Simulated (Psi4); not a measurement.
# GeO (SMILES [O]=[Ge]): HF/def2-TZVPD (ints tolerance 1e-10, sweep point 5)

Aim: the vertical ionisation energy of GeO at HF/def2-TZVPD (ints tolerance 1e-10, sweep point 5), from 2 runs. 

The results are computed with Psi4 1.11.

4 further runs of the same task are left out: 4 set aside as unsound or not needed.

**1. The structure to begin with**

GeO has 2 atoms, charge 0, and is taken as a singlet. As SMILES, `[O]=[Ge]`. The shape is that of a PBE0-D4/def2-TZVP optimisation.

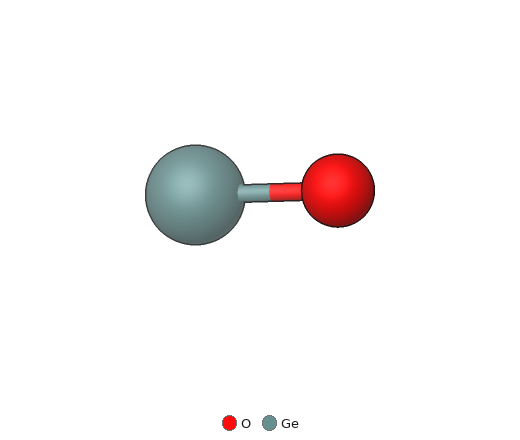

Viewed from a chosen angle; oxygen red, germanium teal.

**2. A single-point energy at HF/def2-TZVPD (ints tolerance 1e-10, sweep point 5)**

calc.in

```
memory 1.6 GB

molecule molecule1 {
  O      0.000000     0.000000    -0.023040
  Ge     0.000000     0.000000     1.599530
  symmetry c1
}

set {
  basis def2-TZVPD
  reference rhf
  puream true
  scf_type direct
  ints_tolerance 1e-10
  maxiter 60
}

energy_value = energy("scf")
```

Started as:

```sh
$ psi4 -i calc.in -o calc.out -n 1
```

calc.out:

```text
[...]
  Running in c1 symmetry.
[...]
  Nuclear repulsion =   83.490614230215044
[...]
  Multiplicity = 1
[...]
  Nalpha       = 20
  Nbeta        = 20
[...]
    Number of basis functions: 94
[...]
   @DF-RHF iter   1: -2149.27432261604235   -3.74952e+00   2.76598e-02 ADIIS/DIIS
[...]
   @RHF iter  10: -2150.25381209404577   -1.24669e-08   3.02418e-07 DIIS
[...]
    Orbital Energies [Eh]
    ---------------------
    Doubly Occupied:
       1A   -405.267129     2A    -52.174343     3A    -46.261713
       4A    -46.261713     5A    -46.258507     6A    -20.530115
       7A     -7.219266     8A     -5.194111     9A     -5.194111
      10A     -5.185966    11A     -1.670664    12A     -1.670664
      13A     -1.669015    14A     -1.661564    15A     -1.661564
      16A     -1.224494    17A     -0.610491    18A     -0.448729
      19A     -0.448729    20A     -0.425730
[...]
  @RHF Final Energy: -2150.25381209404577
   => Energetics <=
    Nuclear Repulsion Energy =             83.4906142302150442
    One-Electron Energy =               -3165.4116158272408939
    Two-Electron Energy =                 931.6671895029799089
    Total Energy =                      -2150.2538120940457702
[...]
 Multipole Moments:
 ------------------------------------------------------------------------------------
     Multipole            Electronic (a.u.)      Nuclear  (a.u.)        Total (a.u.)
 ------------------------------------------------------------------------------------
 L = 1.  Multiply by 2.5417464519 to convert [e a0] to [Debye]
 Dipole X            :         -0.0000000            0.0000000           -0.0000000
 Dipole Y            :         -0.0000000            0.0000000           -0.0000000
 Dipole Z            :          4.3670355           -2.7121121            1.6549234
 Magnitude           :                                                    1.6549234
[...]
```

Wall time 5.4 s (1 thread of Intel Xeon at 2.70GHz, shared host); peak memory 0.24 GiB.

**3. The doublet cation at the same level**

geo.in

```
memory 1.6 GB

molecule m {
  1 2
  O      0.000000     0.000000    -0.023040
  Ge     0.000000     0.000000     1.599530
  symmetry c1
}

set {
  basis def2-TZVPD
  reference uhf
  puream true
  scf_type direct
  ints_tolerance 1e-10
  maxiter 100
}

energy('scf')
```

Started as:

```sh
$ psi4 -i geo.in -o geo.out -n 1
```

geo.out:

```text
[...]
  Running in c1 symmetry.
[...]
  Nuclear repulsion =   83.490614230215044
[...]
  Multiplicity = 2
[...]
  Nalpha       = 20
  Nbeta        = 19
[...]
    Number of basis functions: 94
[...]
   @DF-UHF iter   1: -2148.98138786454774   -3.45658e+00   2.69530e-02 DIIS/ADIIS
[...]
   @UHF iter  15: -2149.90063719062891   -1.20162e-08   3.07396e-07 DIIS
[...]
   @S^2 Observed:                7.962333532E-01
[...]
    Orbital Energies [Eh]
    ---------------------
    Alpha Occupied:
       1A   -405.602925     2A    -52.506555     3A    -46.593061
       4A    -46.592933     5A    -46.592933     6A    -20.902110
       7A     -7.550636     8A     -5.523992     9A     -5.520608
      10A     -5.520608    11A     -2.010082    12A     -1.995456
      13A     -1.995456    14A     -1.994502    15A     -1.994502
      16A     -1.630139    17A     -1.019463    18A     -0.833689
      19A     -0.833689    20A     -0.769113
    Alpha Virtual:
      21A     -0.227416    22A     -0.227416    23A     -0.108460
      24A     -0.088055    25A     -0.026012    26A     -0.026012
[...]
  @UHF Final Energy: -2149.90063719062891
   => Energetics <=
    Nuclear Repulsion Energy =             83.4906142302150442
    One-Electron Energy =               -3152.1267216576106875
    Two-Electron Energy =                 918.7354702367669006
    Total Energy =                      -2149.9006371906284585
  UHF NO Occupations:
  HONO-2 :   18  A 1.9956928
  HONO-1 :   19  A 1.9866256
[...]
 Multipole Moments:
 ------------------------------------------------------------------------------------
     Multipole            Electronic (a.u.)      Nuclear  (a.u.)        Total (a.u.)
 ------------------------------------------------------------------------------------
 L = 1.  Multiply by 2.5417464519 to convert [e a0] to [Debye]
 Dipole X            :         -0.0000000            0.0000000           -0.0000000
 Dipole Y            :          0.0000000            0.0000000            0.0000000
 Dipole Z            :          3.7646256           -2.7121121            1.0525135
 Magnitude           :                                                    1.0525135
[...]
```

Wall time 6.3 s (1 thread of Intel Xeon at 2.70GHz, shared host); peak memory 0.24 GiB.

**4. What came out**

At HF/def2-TZVPD (ints tolerance 1e-10, sweep point 5):

```
                                          quantity           value
                         singlet GeO: total energy  -2150.25381 Eh
                        singlet GeO: dipole moment          4.21 D
                          singlet GeO: HOMO energy       -11.58 eV
                          singlet GeO: LUMO energy         0.70 eV
                        singlet GeO: HOMO–LUMO gap        12.28 eV
                      doublet cation: total energy  -2149.90064 Eh
doublet cation: HOMO energy (highest over α and β)       -20.93 eV
 doublet cation: LUMO energy (lowest over α and β)        -7.64 eV
                              doublet cation: ⟨S²⟩           0.796
vertical ionisation energy (to the doublet cation)        9.610 eV
```

Removing an electron at fixed nuclei costs 9.61 eV (927 kJ/mol). −ε(HOMO) before ionisation, 11.58 eV, is 1.97 eV above this ionisation energy.
